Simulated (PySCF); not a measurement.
## Electronic structure of C3H7Cl2FSi2 in real space

Input

```
{"job": {"kind": "nmr", "xc": "PBE0", "basis": "pcSseg-1"}, "charge": 0, "multiplicity": 1}
F     -0.200245    -0.840045     2.070370
C      0.324704    -0.349028     0.901684
C      1.634910    -0.448229     0.725953
Si     2.595957     0.144389    -0.776455
Si    -1.014399     0.378371    -0.234309
Cl    -0.906389    -0.501682    -2.035602
C     -2.676850    -0.055036     0.605450
Cl    -4.018573     0.726242    -0.280111
H      2.201156    -0.923885     1.518676
H      1.914766     1.288621    -1.382499
H      3.924485     0.540386    -0.303225
H      2.713819    -0.958468    -1.730449
H     -0.885524     1.827266    -0.362041
H     -2.884025    -1.124092     0.607045
H     -2.728206     0.303179     1.630981
```

Command:

```sh
OMP_NUM_THREADS=1 python probes_run.py task.json out
```

Geometry: GFN2-xTB.

Level of theory: PySCF 2.14.0, PBE0/pcSseg-1, SCF density, gas phase, non-relativistic.

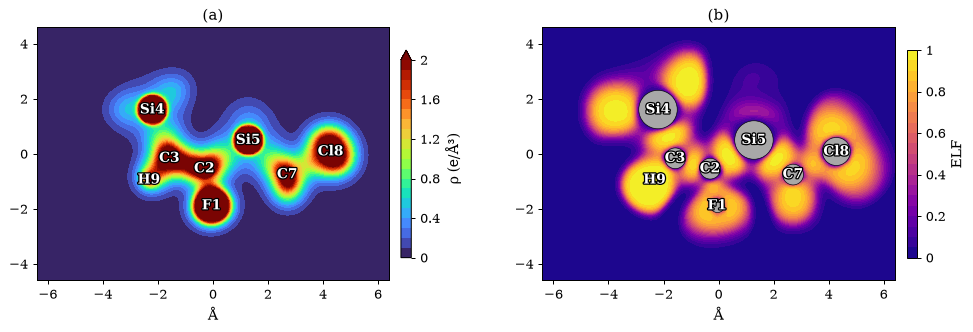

Figure 1. (a) total electron density; (b) ELF on the plane of atoms C2, C3 and Si4. Grey discs cover the atomic cores in the ELF map.

Q: Describe what can be read from this map.

A: Atoms in the plane: F, C, Si, Cl and H. C–C (1.33 Å): ρ at the midpoint is about 2.3 e/Å³; the ELF peaks at about 0.90 between the atoms (a short, multiple covalent bond). C–F (1.37 Å): ρ at the midpoint is about 2.1 e/Å³, with its minimum of 1.6 e/Å³ about 0.5 Å from C; the ELF peaks at about 0.85 between the atoms: a polar covalent bond. C–Cl (1.79 Å): the density is about 1.3 e/Å³ at the midpoint; the ELF peaks at about 0.90 between the atoms: a covalent bond. C–Si (1.88 Å): the density is about 0.92 e/Å³ at the midpoint; the ELF peaks at about 0.95 between the atoms; localised, covalent bonding. C–H (1.08 Å): ρ is about 2 e/Å³ halfway; the ELF climbs to about 1 towards the hydrogen, as it does in any bond to H: a covalent bond by its length. The ELF also peaks beside F1 and Cl8, away from the bonds: lone-pair regions.

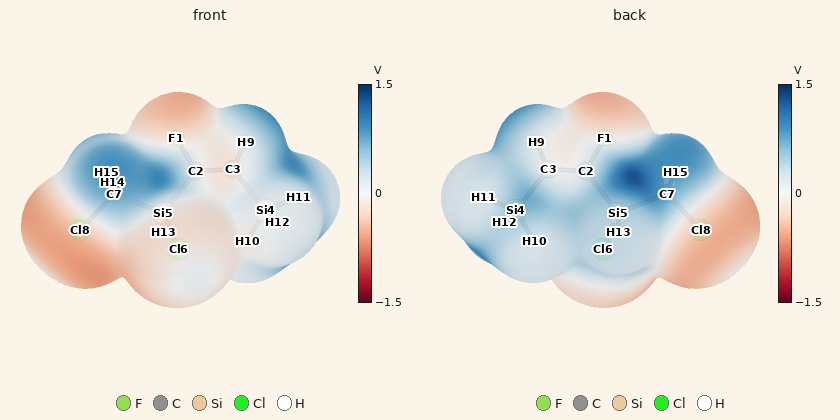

Figure 2. The molecular electrostatic potential painted on the density surface at 0.001 e/bohr³, seen from the front and from behind; the colour scale runs from red (negative) to blue (positive).

Q: Describe the electrostatic potential map.

A: The most negative region (about −0.6 V) lies over Cl8, the most positive (about +1.2 V) over Si5.

Q: How polar is the molecule by this calculation?

A: Its dipole moment is 2.02 D.
